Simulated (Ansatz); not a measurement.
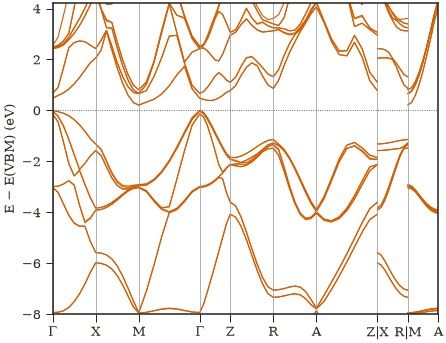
Figure: Band structure from the program Ansatz at the PBEsol with spin–orbit coupling level (PAW)

Q: Read off the gap and where the band edges lie.

A: About 0.2 eV (0.21 eV by a search for the band edges); maximum at Γ, minimum at M.

The material is Si3Ge in space group P-4m2 (No. 115; Si on 2g, Si on 1a, Ge on 1c).

The start of the workflow was typed in or built on a structure type; neither database checked (COD, Materials Project) lists it. Whether it is the stable phase at ambient conditions was not checked. The cell was relaxed with PBEsol under the symmetry of its start; its stability against distortions is not shown here.

Potentials: the later of the program's two PAW sets.
